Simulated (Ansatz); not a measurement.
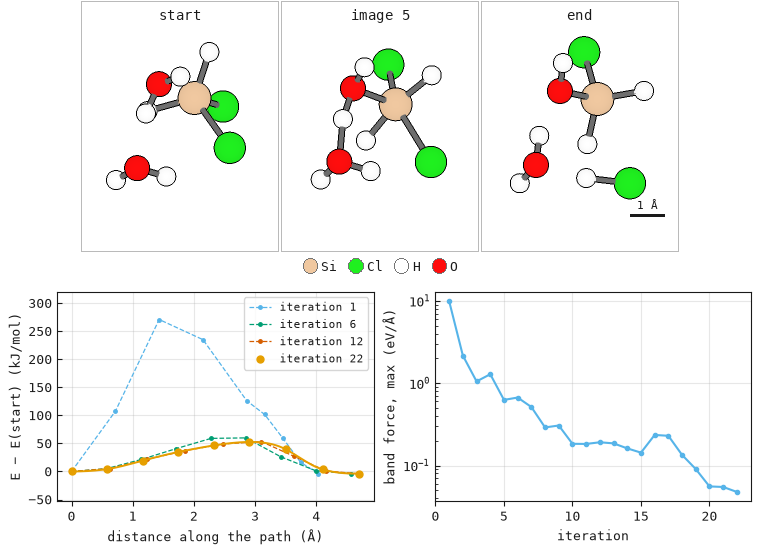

A nudged-elastic-band calculation for SiH₆O₂Cl₂. Images are numbered from 0 (start) to 8 (end). The plot follows the band through its iterations. The picture is a ball-and-stick view, seen from a free direction.

The calculation used RKS PBE/def2-SVP (Ansatz). Settings: 7 movable images; climbing image; force threshold 0.05 eV/Å; iteration limit 60; starting path through a guess of the saddle point.

Did the band converge, and can the barrier be trusted?

Answer. The result is final at these settings. The band converged in 22 iterations. The largest component of the band force went from 9.9 to 0.048 eV/Å. The climbing image converged on the top of the path. Its vibrational analysis gives one imaginary mode (99i cm⁻¹), as a transition state must have. The first iteration put the highest image at 270.9 kJ/mol. The highest point, image 5, lies 52.6 kJ/mol above the start and 56.5 kJ/mol above the end; the end is at −4.0 kJ/mol relative to the start.
